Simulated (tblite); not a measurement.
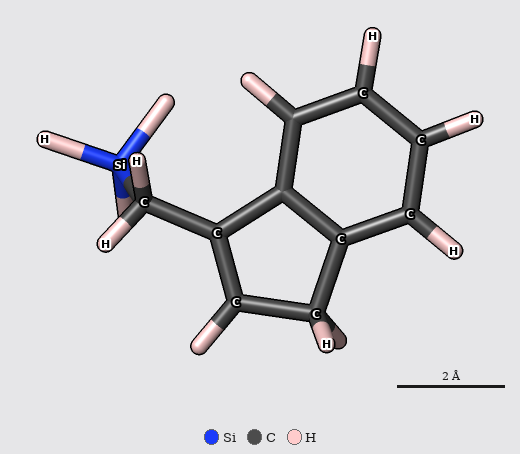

The starting structure (stick view, seen at a tilt). Bond lengths as drawn: C–C 1.34 to 1.52 Å, C–H 1.08 to 1.10 Å, C–Si 1.88 Å and H–Si 1.48 to 1.49 Å.

C₁₀H₁₂Si: geometry relaxation

C₁₀H₁₂Si, computed with GFN2-xTB geometry optimisation, gas phase (tblite 0.8.0).

It belongs to a series of runs on one base structure; here: H on C replaced by CH2SiH3.

What the program printed:
```
step      E/eV     max force
  0    -795.67222    1.098
  1    -795.71953    0.469
  2    -795.73835    0.317
  3    -795.74346    0.201
  4    -795.74693    0.138
  5    -795.74864    0.087
  6    -795.74965    0.072
  7    -795.75082    0.082
  8    -795.75193    0.077
  9    -795.75300    0.086
 10    -795.75391    0.067
 11    -795.75468    0.079
 12    -795.75540    0.077
 13    -795.75622    0.070
 14    -795.75713    0.077
 15    -795.75804    0.067
 16    -795.75885    0.076
 17    -795.75957    0.062
 18    -795.76023    0.061
 19    -795.76075    0.057
 20    -795.76115    0.062
 21    -795.76157    0.062
 22    -795.76212    0.067
 23    -795.76285    0.069
 24    -795.76361    0.063
 25    -795.76427    0.061
 26    -795.76479    0.055
 27    -795.76519    0.041
 28    -795.76551    0.036
 29    -795.76575    0.039
 30    -795.76598    0.035
 31    -795.76623    0.037
 32    -795.76648    0.032
 33    -795.76669    0.035
 34    -795.76687    0.035
 35    -795.76705    0.034
 36    -795.76727    0.035
 37    -795.76755    0.034
 38    -795.76786    0.037
 39    -795.76822    0.057
 40    -795.76863    0.062
 41    -795.76904    0.047
 42    -795.76940    0.044
 43    -795.76966    0.038
 44    -795.76984    0.027
 45    -795.76997    0.024
 46    -795.77006    0.025
 47    -795.77016    0.025
 48    -795.77026    0.023
 49    -795.77036    0.023
 50    -795.77045    0.020
 51    -795.77054    0.017
 52    -795.77062    0.021
 53    -795.77071    0.021
 54    -795.77078    0.017
 55    -795.77083    0.016
 56    -795.77088    0.016
 57    -795.77094    0.018
 58    -795.77102    0.020
 59    -795.77108    0.016
 60    -795.77113    0.012
 61    -795.77116    0.014
 62    -795.77119    0.013
 63    -795.77124    0.018
 64    -795.77128    0.014
 65    -795.77130    0.010
 66    -795.77132    0.011
 67    -795.77134    0.011
 68    -795.77136    0.012
 69    -795.77138    0.010
```

Trajectory as extended XYZ (Å, eV, eV/Å), 5 of the 70 frames kept, from step=0 to step=69:
```
23
Properties=species:S:1:pos:R:3:forces:R:3 step=0 energy=-795.67222
Si    3.0275    1.0725    0.6835    0.1870   0.2920   1.0420
C     2.0534    0.5821   -0.8509   -0.2240  -0.1530  -0.2790
C     0.8927   -0.3208   -0.6124   -0.7390   0.2740  -0.0760
C     0.7974   -1.6320   -0.8641    0.2110  -0.4990   0.0860
C    -0.5622   -2.2130   -0.5331    0.4990   0.5680  -0.4540
C    -1.2934   -0.9848   -0.0913   -0.1560  -0.0260   0.0830
C    -2.6036   -0.8623    0.3248   -0.0290   0.4420   0.1590
C    -3.0597    0.4044    0.6992   -0.0640   0.0490  -0.0430
C    -2.2106    1.5120    0.6380   -0.2950  -0.0320   0.0690
C    -0.8932    1.3812    0.2180    0.1060   0.3100   0.0480
C    -0.4342    0.1228   -0.1458    0.3230   0.1800   0.0770
H     4.1815    1.9054    0.2916   -0.1520  -0.1310  -0.0350
H     3.5289   -0.1150    1.4193   -0.1660   0.2420  -0.2350
H     2.1826    1.8871    1.6007    0.1990  -0.2640  -0.2530
H     1.7280    1.4890   -1.3692   -0.0950  -0.0870   0.0480
H     2.7578    0.0797   -1.5089    0.0320  -0.1380  -0.2270
H     1.6075   -2.2453   -1.2330   -0.1240  -0.0170   0.0290
H    -1.0219   -2.6455   -1.4356    0.1020  -0.0780   0.3620
H    -0.4974   -2.9524    0.2641   -0.0600  -0.1390  -0.1190
H    -3.2556   -1.7266    0.3749    0.0550   0.1220  -0.0210
H    -4.0973    0.5310    1.0310    0.5080  -0.0440  -0.1440
H    -2.5943    2.4963    0.9256    0.1670  -0.4160  -0.1100
H    -0.2385    2.2612    0.1839   -0.2870  -0.4540  -0.0050
23
Properties=species:S:1:pos:R:3:forces:R:3 step=17 energy=-795.75957
Si    2.9796    1.0644    0.7129    0.0280   0.0170   0.0250
C     2.0340    0.5825   -0.8726    0.0470   0.0400  -0.0070
C     0.8777   -0.3125   -0.6330    0.0190   0.0160  -0.0030
C     0.8254   -1.6361   -0.8435    0.0020  -0.0020  -0.0290
C    -0.5249   -2.1955   -0.5274   -0.0290  -0.0160   0.0250
C    -1.2727   -0.9802   -0.0745   -0.0280   0.0060  -0.0130
C    -2.5814   -0.8440    0.3347    0.0130   0.0040   0.0110
C    -3.0352    0.4181    0.6945   -0.0110  -0.0050   0.0090
C    -2.1928    1.5188    0.6413    0.0090  -0.0150   0.0040
C    -0.8774    1.3883    0.2246   -0.0270   0.0120  -0.0130
C    -0.4182    0.1317   -0.1368   -0.0240   0.0020  -0.0070
H     4.1184    1.8805    0.2785    0.0020  -0.0040   0.0460
H     3.4497   -0.1392    1.3999   -0.0100  -0.0040  -0.0250
H     2.1334    1.8408    1.6181   -0.0270  -0.0030  -0.0070
H     1.6925    1.4899   -1.3713   -0.0330   0.0520  -0.0060
H     2.7303    0.0884   -1.5510    0.0270  -0.0260  -0.0280
H     1.6274   -2.2476   -1.2156    0.0290  -0.0360  -0.0110
H    -0.9862   -2.6484   -1.4091   -0.0130  -0.0180   0.0100
H    -0.4806   -2.9639    0.2479   -0.0130  -0.0150   0.0160
H    -3.2425   -1.6991    0.3716    0.0080   0.0270   0.0140
H    -4.0581    0.5446    1.0179   -0.0070   0.0050   0.0020
H    -2.5703    2.4917    0.9255    0.0130  -0.0300  -0.0070
H    -0.2331    2.2538    0.1776    0.0260  -0.0070  -0.0040
23
Properties=species:S:1:pos:R:3:forces:R:3 step=34 energy=-795.76687
Si    2.9377    1.0474    0.7168    0.0080   0.0010   0.0010
C     2.0276    0.6035   -0.9034    0.0110   0.0040   0.0170
C     0.8840   -0.3113   -0.6641    0.0000  -0.0040   0.0030
C     0.8346   -1.6390   -0.8530    0.0030  -0.0070  -0.0080
C    -0.5127   -2.1991   -0.5145   -0.0120  -0.0010   0.0070
C    -1.2633   -0.9787   -0.0798    0.0020   0.0000   0.0130
C    -2.5663   -0.8375    0.3461    0.0080  -0.0010   0.0130
C    -3.0147    0.4280    0.7011   -0.0020  -0.0070   0.0070
C    -2.1688    1.5252    0.6353   -0.0140  -0.0030   0.0010
C    -0.8605    1.3911    0.2009   -0.0140   0.0060   0.0020
C    -0.4098    0.1323   -0.1615   -0.0170   0.0070  -0.0240
H     4.0935    1.8844    0.3815   -0.0100  -0.0080  -0.0080
H     3.3840   -0.1884    1.3612   -0.0070   0.0080   0.0030
H     2.0482    1.7897    1.6104   -0.0050  -0.0230   0.0070
H     1.6618    1.5162   -1.3773    0.0290   0.0010  -0.0040
H     2.7302    0.1334   -1.5935   -0.0010   0.0060   0.0040
H     1.6351   -2.2614   -1.2115    0.0240   0.0000  -0.0250
H    -0.9784   -2.6790   -1.3795   -0.0060   0.0010   0.0030
H    -0.4583   -2.9487    0.2793    0.0010   0.0030   0.0070
H    -3.2267   -1.6916    0.4061    0.0040   0.0170  -0.0040
H    -4.0345    0.5595    1.0329    0.0050   0.0000   0.0100
H    -2.5370    2.4987    0.9263   -0.0110   0.0010  -0.0080
H    -0.2104    2.2523    0.1502    0.0020  -0.0010  -0.0160
23
Properties=species:S:1:pos:R:3:forces:R:3 step=52 energy=-795.77062
Si    2.9082    1.0173    0.7367    0.0010  -0.0010  -0.0130
C     2.0349    0.6096   -0.9134    0.0100   0.0010  -0.0040
C     0.8815   -0.2982   -0.6975   -0.0010   0.0000  -0.0030
C     0.8337   -1.6266   -0.8832    0.0010  -0.0010   0.0060
C    -0.5018   -2.1923   -0.5090   -0.0170   0.0020   0.0020
C    -1.2542   -0.9715   -0.0784    0.0000   0.0030   0.0180
C    -2.5491   -0.8354    0.3732   -0.0040   0.0030  -0.0070
C    -3.0011    0.4301    0.7232    0.0060  -0.0050   0.0080
C    -2.1677    1.5341    0.6202   -0.0120   0.0000  -0.0050
C    -0.8675    1.4055    0.1595   -0.0110   0.0010   0.0040
C    -0.4106    0.1445   -0.1883   -0.0050   0.0050  -0.0050
H     4.0548    1.8794    0.4396    0.0000   0.0080   0.0060
H     3.3622   -0.2279    1.3562    0.0020  -0.0060  -0.0030
H     1.9845    1.7077    1.6360   -0.0010   0.0010   0.0080
H     1.6962    1.5336   -1.3851   -0.0100  -0.0080   0.0070
H     2.7475    0.1397   -1.5927    0.0050  -0.0080  -0.0010
H     1.6315   -2.2475   -1.2513    0.0200   0.0050  -0.0050
H    -0.9856   -2.6994   -1.3474    0.0000   0.0040  -0.0150
H    -0.4162   -2.9207    0.3020   -0.0070  -0.0040   0.0030
H    -3.2038   -1.6923    0.4518    0.0110   0.0050   0.0090
H    -4.0131    0.5561    1.0812    0.0160   0.0010  -0.0070
H    -2.5408    2.5086    0.9015   -0.0020   0.0020  -0.0060
H    -0.2282    2.2725    0.0753   -0.0020  -0.0070   0.0000
23
Properties=species:S:1:pos:R:3:forces:R:3 step=69 energy=-795.77138
Si    2.9053    1.0105    0.7396    0.0010   0.0000  -0.0030
C     2.0375    0.6098   -0.9149    0.0010  -0.0010   0.0000
C     0.8817   -0.2951   -0.6995    0.0010  -0.0070   0.0040
C     0.8358   -1.6242   -0.8807   -0.0040  -0.0050  -0.0040
C    -0.5011   -2.1900   -0.5103   -0.0070   0.0050   0.0050
C    -1.2505   -0.9700   -0.0720   -0.0080   0.0020  -0.0050
C    -2.5424   -0.8358    0.3880   -0.0020   0.0000   0.0040
C    -2.9980    0.4306    0.7297    0.0010  -0.0010   0.0010
C    -2.1717    1.5380    0.6093   -0.0010   0.0000  -0.0030
C    -0.8718    1.4099    0.1477    0.0010  -0.0010   0.0010
C    -0.4108    0.1480   -0.1914   -0.0020  -0.0020  -0.0020
H     4.0436    1.8898    0.4601   -0.0030  -0.0010  -0.0010
H     3.3675   -0.2408    1.3410    0.0070   0.0000   0.0000
H     1.9746    1.6794    1.6482   -0.0030  -0.0010   0.0010
H     1.7010    1.5336   -1.3880   -0.0030   0.0010   0.0040
H     2.7499    0.1358   -1.5917    0.0040   0.0040  -0.0010
H     1.6356   -2.2426   -1.2493    0.0070  -0.0010   0.0020
H    -0.9856   -2.6836   -1.3574    0.0040   0.0040   0.0080
H    -0.4219   -2.9282    0.2924    0.0020  -0.0010  -0.0060
H    -3.1908   -1.6955    0.4828    0.0010   0.0020  -0.0030
H    -4.0081    0.5555    1.0923    0.0040   0.0000  -0.0020
H    -2.5494    2.5141    0.8785    0.0000   0.0000   0.0020
H    -0.2352    2.2778    0.0555   -0.0010   0.0020  -0.0030
```

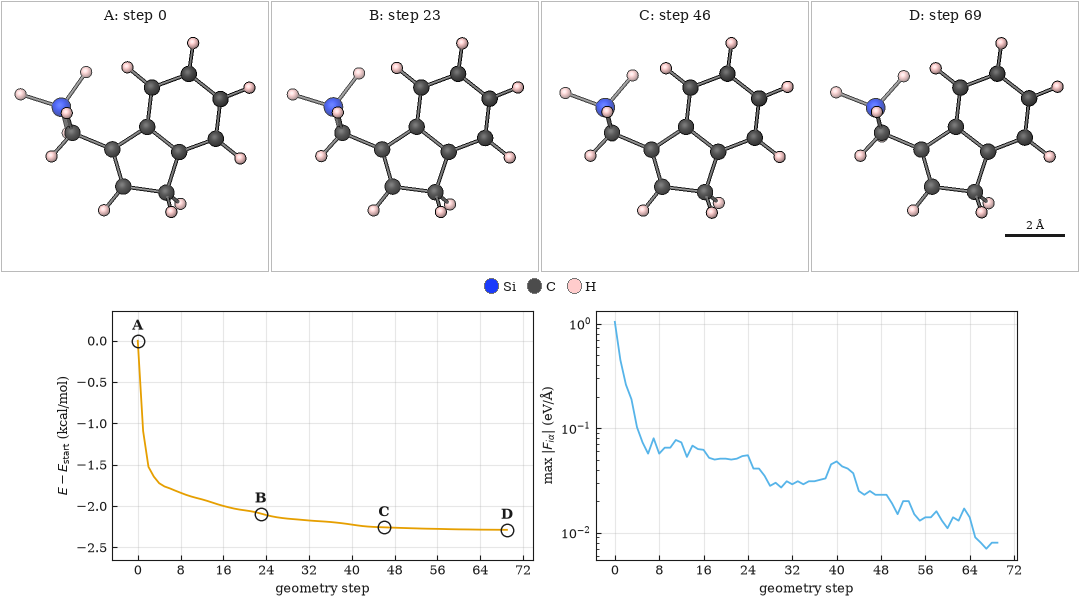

Frames of the relaxation (ball-and-stick view, seen at a tilt) above the curves, on which the letters mark them (steps are counted from 0).

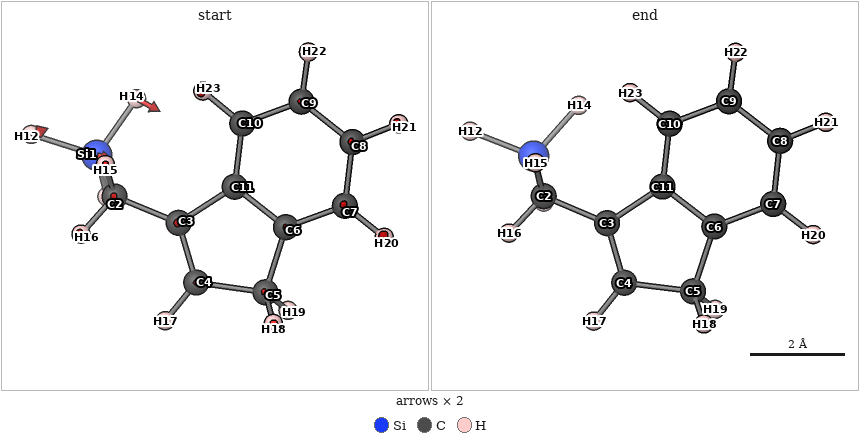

Before (left) and after (right) the relaxation, at one scale (ball-and-stick view, seen at a tilt). The red arrows give the displacements, magnified 2 times. The atom that moves furthest after the best rigid fit is H14 (0.30 Å). By element the largest moves are H 0.30 Å, Si 0.15 Å, C 0.09 Å. Among the contacts that change: Si1–C2 1.882 → 1.911 Å, Si1–H14 1.490 → 1.463 Å, Si1–H13 1.484 → 1.463 Å, C3–C11 1.475 → 1.458 Å. Among the angles that change: Si1–C2–C3 115.5° → 110.9°, H18–C5–H19 111.0° → 107.2°, Si1–C2–H16 106.2° → 109.4°. Over 69 geometry steps the energy falls by 2.29 kcal/mol. Largest force component: 1 eV/Å at the start, 0.008 eV/Å at the end. (Atoms are counted from 1 in the order of the input.)

This output came from the following input.

Input file:
```
{"job": {"kind": "relax", "xc": "GFN2-xTB", "basis": "xTB"}, "charge": 0, "multiplicity": 1}
Si     3.027500     1.072500     0.683500
C      2.053400     0.582100    -0.850900
C      0.892700    -0.320800    -0.612400
C      0.797400    -1.632000    -0.864100
C     -0.562200    -2.213000    -0.533100
C     -1.293400    -0.984800    -0.091300
C     -2.603600    -0.862300     0.324800
C     -3.059700     0.404400     0.699200
C     -2.210600     1.512000     0.638000
C     -0.893200     1.381200     0.218000
C     -0.434200     0.122800    -0.145800
H      4.181500     1.905400     0.291600
H      3.528900    -0.115000     1.419300
H      2.182600     1.887100     1.600700
H      1.728000     1.489000    -1.369200
H      2.757800     0.079700    -1.508900
H      1.607500    -2.245300    -1.233000
H     -1.021900    -2.645500    -1.435600
H     -0.497400    -2.952400     0.264100
H     -3.255600    -1.726600     0.374900
H     -4.097300     0.531000     1.031000
H     -2.594300     2.496300     0.925600
H     -0.238500     2.261200     0.183900
```

The first line tells a small driver script what to run in tblite; the rest is the geometry in Å.

Run as:
```bash
OMP_NUM_THREADS=1 python <driver script> task.json out
```

Summary:

- outcome: converged
- total energy: −795.7714 eV
- hardware: 1 CPU thread, shared host
- wall time: 1.2 s
- peak memory: 0.18 GiB
